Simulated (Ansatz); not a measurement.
# What GeF2 monolayer (1T) distorts into, part 3 of 3

Which phase does GeF2 monolayer (1T) fall into along its unstable mode, and how much energy does it gain?

Ansatz 0.2.0; DFT PBEsol, scalar-relativistic, plane waves, PAW.

So far. Step 5 (Energy along the mode, all amplitudes (two of the runs …): The lowest of the steps tried is at 0.45 Å, 84.9 meV/atom below the parent; the bottom of the well need not coincide with a step. Step 7 (The new phase in its own primitive cell): The largest force component left is 0.35 meV/Å, within the tolerances set.

## (8) Modes of the new phase, k-mesh 8×4×1

A relaxed structure may still be a saddle point, so its zone-centre modes are computed. The response to a homogeneous field gives the Born charges and the dielectric tensor, and its change with displacement the Raman tensors.

Contents of input.yaml:

```yaml
crystal:
  lattice:
    - [3.4094840334, 0.0, 0.0]
    - [0.0, 6.5400216115, 0.0]
    - [0.0, 0.0, 27.6]
  atoms:
    - { symbol: Ge, position: [0.0, -0.0240291218, 0.3795419815] }
    - { symbol: Ge, position: [0.5, 0.5240291218, 0.3450956996] }
    - { symbol: F, position: [0.0, 0.4062661919, 0.3772407748] }
    - { symbol: F, position: [0.5, 0.7054804157, 0.3973343867] }
    - { symbol: F, position: [0.5, 0.0937338081, 0.3473969063] }
    - { symbol: F, position: [1.0, 0.7945195843, 0.3273032945] }
  periodic: [true, true, false]
kpoints:
  mp_grid: { grid: [8, 4, 1] }
hamiltonian:
  xc: pbesol
scf:
  occupations: { method: fixed }
output:
  eigenvalues: true
phonons:
  method: dfpt
  dielectric: true
  raman: true
```

Command:

```
$ ansatz run input.yaml --threads 8 --pin off --max-ram 14336MiB --backend cpu --events-out ev --progress --plain --runs-dir out
```

Numbers of over 12 decimals in the logs are rounded to 6 here.

What it wrote:

```text
Warning: phonons.dielectric: true without phonons.rigid_motions: the static dielectric tensor ε⁰ will be withheld (ε∞, Z* and the rows of modes are given); for a crystal or a slab, whose only rigid motions are the translations, set phonons.rigid_motions: translations
[...]
Crystal: 6 atoms, lattice volume = 615.428 Å³
Basis set: ecut = 420 eV, 12055 PW (Γ), exchange–correlation on 48×90×384 points (8 copies of the dense FFT grid, shifted against one another)
Bands: 34, of which v1, the nominal top of the filled ones, is band 28 counted from 1 (27 counted from 0)
Symmetry: 4 space group operations
k-points: 18 of 32 (irreducible under 1 space group operation, time reversal used)
[...]
SCF iter   1: F=—  HF=-11709.450019 eV  |F-HF|=—  |Δ(HF+E_count)|=         —  Δρ=4.76e-3  dr2=1.02e-1  ethr=1.77e-3  ⟨swp⟩=5.2  Hψ=2357  notcnv=0  defer=71
[...]
SCF iter  10: F=-11709.430073 eV  HF=-11709.430073 eV  |F-HF|=3.09e-11  |Δ(HF+E_count)|=   1.10e-8  Δρ=1.46e-7  dr2=9.66e-11  ethr=1.00e-12  ⟨swp⟩=22.4  Hψ=5723  notcnv=0
SCF 1 converged in 10 iterations: F = -11709.430073 eV  dr2 = 9.66e-11
[...]
DFPT response loops at Γ: preconditioner auto → none (the input reference at scf.mixing.eps_inf says where Resta's filter doesn't serve); β = 0.50; Broyden in place of MSR1
── the response to a field inside a basis, on 8×4×1 k-points: an SCF that follows is theirs, and a resumed run solves both again ──
Bands: 29, of which v1, the nominal top of the filled ones, is band 28 counted from 1 (27 counted from 0)
k-points: 8 of 32 (irreducible under 2 space group operations, time reversal used)
[...]
Eigensolver: Dense (8 Hₖ)
SCF iter   1: F=—  HF=-11709.408485 eV  |F-HF|=—  |Δ(HF+E_count)|=         —  Δρ=1.71e-4  dr2=4.82e-5  ethr=1.00e-1
[...]
SCF iter   7: F=-11709.408485 eV  HF=-11709.408485 eV  |F-HF|=1.56e-10  |Δ(HF+E_count)|=  4.66e-10  Δρ=9.23e-8  dr2=3.16e-11  ethr=1.99e-12
SCF 1 converged in 7 iterations: F = -11709.408485 eV  dr2 = 3.16e-11
[...]
SCF converged after 10 iterations
Free energy (F): -11709.430073 eV
[...]
Internal energy: -11709.430073 eV  (E = F + TS)
E sigma→0 (E₀):  -11709.430073 eV
Fermi energy:    -7.136995 eV
[...]
--- Band table (eV; the first three rows and the last of 18) ---
  k-point 0: bands = [... 24 lower, -9.5356, -9.1517, -8.5916, -7.2054, -2.7329, -2.3285, -0.9993 (-0.9994°), -0.8672 (-0.8672°), ... 2 higher]
  k-point 1: bands = [... 24 lower, -9.5439, -9.3038, -8.2992, -7.3235, -2.9792, -2.1308, -1.4129 (-1.4129°), -0.7518 (-0.7518°), ... 2 higher]
  k-point 2: bands = [... 24 lower, -9.5537, -9.4975, -7.9318, -7.5567, -3.1519, -2.0339, -1.6264, -0.7212 (-0.7212°), ... 2 higher]
  k-point 17: bands = [... 24 lower, -9.4928, -9.4928, -7.3105, -7.3105, -2.0259, -2.0259, -0.5052, -0.5052, ... 2 higher]
  ° read free of the cell's end (the report's vacuum.weakly_bound_levels)
--- Phonons (Γ-DFPT): 18 representative perturbations + reference, on 18 of 32 k-points (Σ response iterations 79) ---
  ASR residual: 2.776e-4 → 0.000e0 eV/Å²; symmetrization residual: 2.175e-5 eV/Å²
[...]
ASR residual per site (eV/Å²): 3.42e-5 3.24e-5 2.70e-4 1.87e-4 2.78e-4 1.52e-4
  Γ frequencies (cm⁻¹): -86.50 -56.15 0.00 0.00 0.00 53.81 99.45 123.84 184.00 194.62 209.66 244.91 260.17 260.17 304.85 341.10 452.17 533.93
  ε∞ (high-frequency dielectric tensor):
        1.381192    -0.000000     0.000000
       -0.000000     1.314422     0.003424
        0.000000     0.003424     1.095933
  α∞ (the layer's polarisability for a field applied outside it; Å, Gaussian; ε∞ is over the cell's 27.600 Å):
        0.837227    -0.000000     0.000000
       -0.000000     0.690577     0.007520
        0.000000     0.007520     0.210701
  ε⁰ (static dielectric tensor): not given — the deck does not say what the cell's rigid motions are, and on a molecule in a box or a wire the rigid rotations would enter the sum over the modes at Γ. For a crystal or a slab, whose only rigid motions are the translations, set phonons.rigid_motions: translations.
  Born effective charges Z* (e; rows j = field, columns β = displacement):
    site 0:
         3.60527    0.00000   -0.00000
         0.00000    2.73114    0.28586
         0.00000    0.07400    0.69040
    site 1:
         3.60527   -0.00000    0.00000
        -0.00000    2.73114    0.28586
        -0.00000    0.07400    0.69040
    site 2:
        -2.49232    0.00000   -0.00000
         0.00000   -1.15886    0.43020
        -0.00000    0.10919   -0.27118
    site 3:
        -1.11295    0.00000    0.00000
         0.00000   -1.57228   -0.71606
        -0.00000   -0.18319   -0.41923
    site 4:
        -2.49232   -0.00000    0.00000
        -0.00000   -1.15886    0.43020
         0.00000    0.10919   -0.27118
    site 5:
        -1.11295   -0.00000    0.00000
        -0.00000   -1.57228   -0.71606
         0.00000   -0.18319   -0.41923
  Z* charge neutrality: 4.021e-5 e pre-enforcement
  k-mesh period / interband length: 27.3 Å / 1.10 Å = 24.91 at k = (0.3750, 0.0000, 0.0000), direct gap 5.138 eV — 14 or more, which is no proof of convergence; an axis of the mesh has one division: compare the results on two meshes, or along an axis of vacuum in a longer cell
  Raman tensors (in the event stream and the table raman_tensors.tsv): an entry may err by 7.1e-2 Å², one of the second-order susceptibility by 4.3e-20 pm/V (basis, points and sum rule); their sum over the sites missed zero by 4.441e-16 Å² ahead of its enforcement
  optical modes at Γ without the LO–TO term, one row a degenerate level:
      ω (cm⁻¹)  modes    IR ((D/Å)²/amu)  static Raman (Å⁴/amu)  depolarisation
        -86.50      1            25.4886                 0.0000               —
        -56.15      1             0.0000                 0.6116           0.750
         53.81      1             0.0000                 0.6465           0.474
         99.45      1             5.1811                 0.0000               —
        123.84      1             0.0000                 4.7533           0.594
        184.00      1             0.0000                 0.3260           0.750
        194.62      1             0.0000                 1.7857           0.177
        209.66      1             0.8636                 0.0000               —
        244.91      1             0.0000                 1.2302           0.750
        260.17      1             0.1334                 0.0000               —
        260.17      1             0.0000                 4.5149           0.256
        304.85      1             7.1580                 0.0000               —
        341.10      1             0.0000                20.0007           0.118
        452.17      1             0.0000                30.0879           0.103
        533.93      1             4.3007                 0.0000               —
```

The job ended after 2.6 min (8 threads of Intel Xeon 6975P-C (Granite Rapids), shared host; peak memory 2.6 GiB).

Numbers from this step:

* sum-rule residual before enforcement: 2.78e-4 eV/Å²
* miss of the charge sum rule: 4.02e-5 e
* point group: 2/m
* highest optical mode at the zone centre (no LO-TO term): 533.9 cm⁻¹
* lowest optical zone-centre mode: -86.5 cm⁻¹
* largest Born charge (third of the trace): 2.342 e

Without the LO-TO term. Patterns of degenerate modes are one choice out of their space. The modes at Γ (shares of kinetic energy by element, %) (negative means imaginary):

```csv
mode,frequency (cm⁻¹),symmetry,Ge %,F %
1,-86.5,Au,34,66
2,-56.1,Bg,96,4
3,0.0,acoustic,66,34
4,0.0,acoustic,66,34
5,0.0,acoustic,66,34
6,53.8,Ag,63,37
7,99.5,Bu,23,77
8,123.8,Ag,46,54
9,184.0,Bg,1,99
10,194.6,Ag,41,59
11,209.7,Au,0,100
12,244.9,Bg,3,97
13,260.2,not assigned,5,95
14,260.2,not assigned,4,96
15,304.9,Bu,16,84
16,341.1,Ag,24,76
17,452.2,Ag,23,77
18,533.9,Bu,24,76
```

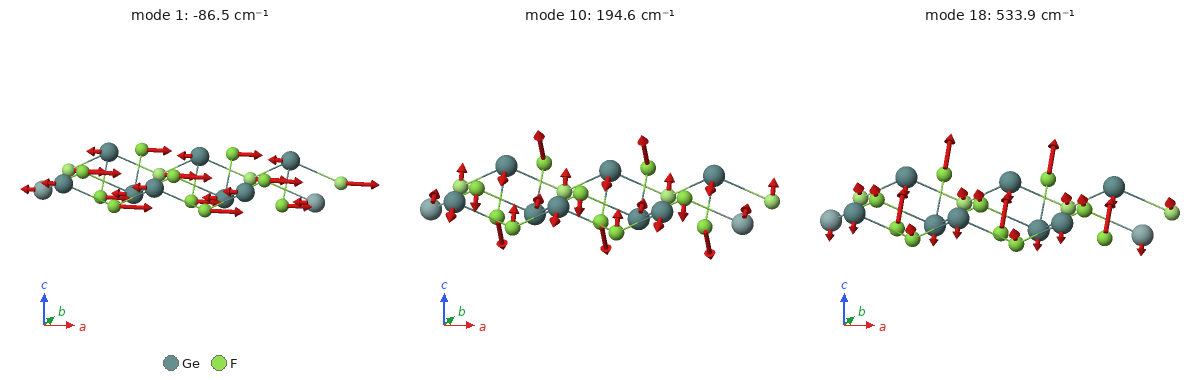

Displacement patterns of modes 1, 10 and 18 at Γ; arrows are exaggerated. 2×1×1 cells are drawn. Some periodic images of atoms are drawn too.

High-frequency dielectric tensor, averaged over the cell of height 27.6 Å or as lengthened by the program, vacuum included. Tensor:

```csv
,x,y,z
x,1.381,0,0
y,0,1.314,0.003
z,0,0.003,1.096
```

Born charge (rows field, columns displacement) (e), principal values of the symmetric part by kind of site:

```csv
atom,atoms with these values,low,middle,high,mean
Ge1,2,0.67,2.75,3.61,2.34
F3,2,-2.49,-1.23,-0.20,-1.31
F4,2,-1.73,-1.11,-0.26,-1.03
```

In full for F4:

```
-1.11  0.00  0.00
 0.00 -1.57 -0.72
 0.00 -0.18 -0.42
```

Transverse modes; imaginary modes are left out. Lines of the infrared spectrum (strongest = 100):

```csv
position (cm⁻¹),lines merged,relative intensity
54,1,0.0
99,1,72
124,1,0.0
184,1,0.0
195,1,0.0
210,1,12
245,1,0.0
260,2,1.9
305,1,100
341,1,0.0
452,1,0.0
534,1,60
```

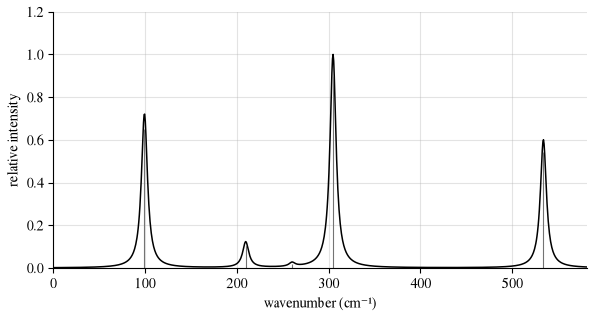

The infrared spectrum, broadened with Lorentzians of width 8 cm⁻¹; bars mark the lines.

Activity x (w_L - w)^4 (n + 1)/w, 532 nm, 300 K; imaginary modes are left out. Lines of the Raman spectrum (strongest = 100):

```csv
position (cm⁻¹),lines merged,relative intensity
54,1,63
99,1,0.0
124,1,100
184,1,3.5
195,1,17
210,1,0.0
245,1,8.3
260,2,28
305,1,0.0
341,1,81
452,1,82
534,1,0.0
```

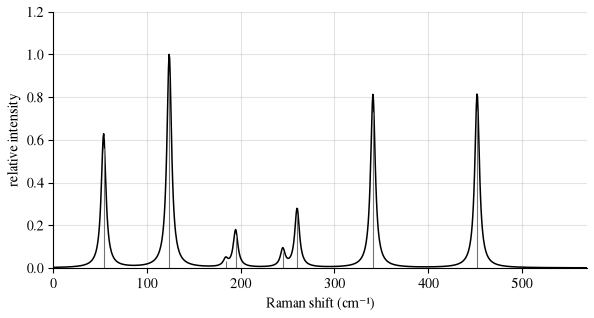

The Raman spectrum, broadened with Lorentzians of width 6 cm⁻¹; bars mark the lines.

Before it was imposed, the acoustic sum rule was missed by 2.8e-4 eV/Å² and the charge sum rule by 4.0e-5 e. Small misses are needed for a sound result but don't prove that mesh and cutoff are converged. The lowest optical mode is imaginary, 86.5i cm⁻¹, so the energy falls along it.

## (9) Outcome

| Quantity | Value |
| --- | --- |
| unstable mode of the parent | q = (0, -0.5, 0), 207i cm⁻¹ |
| depth at the lowest point sampled | 84.9 meV/atom |
| largest atomic shift at that point | 0.45 Å |
| space group reached (within 0.01 Å) | P2_1/m |
| energy gained over the parent (first relaxation, on the mesh of the frozen mode) | 159 meV/atom |
| area per atom, phase reached | 3.72 Å² |
| gap on the k-mesh, phase reached | 3.99 eV |
| lowest optical zone-centre mode, phase reached | -86.5 cm⁻¹ |
| highest optical mode at the zone centre (no LO-TO term), phase reached | 534 cm⁻¹ |

**Reading.** Along this mode the structure falls into P2_1/m, 159 meV/atom below the parent. At the parent's cell the well is 84.86 meV/atom deep on the steps tried, with its lowest point at a shift of 0.45 Å. Relaxing atoms and cell changes the gain by +74.19 meV/atom against the lowest step (energies at zero smearing). The new phase still has an imaginary mode at the zone centre of its cell, so it is a saddle point on the way to a lower structure. Of the 2 patterns followed to their end from this parent, this one ends 40.4 meV/atom above the lowest, P2/c. Each path keeps the symmetry of its pattern, so a lower phase may lie along a pattern not tried. In a sheet or slab the interpolated bending branch near Γ is rough, since the rotational sum rule isn't imposed. Dielectric tensors refer to the cell with its vacuum. The starting cell was built on a prototype and not taken from a measurement.

[Logs are printed without paths, hosts, clocks, repeated set-up lines and the standing remarks that a program may print on its own settings, such as how far it seeks lower states.]

[Hosts, paths, dates, database ids (printed as entryN), source tags and the programs' standing remarks are cut or masked in the printed files.]
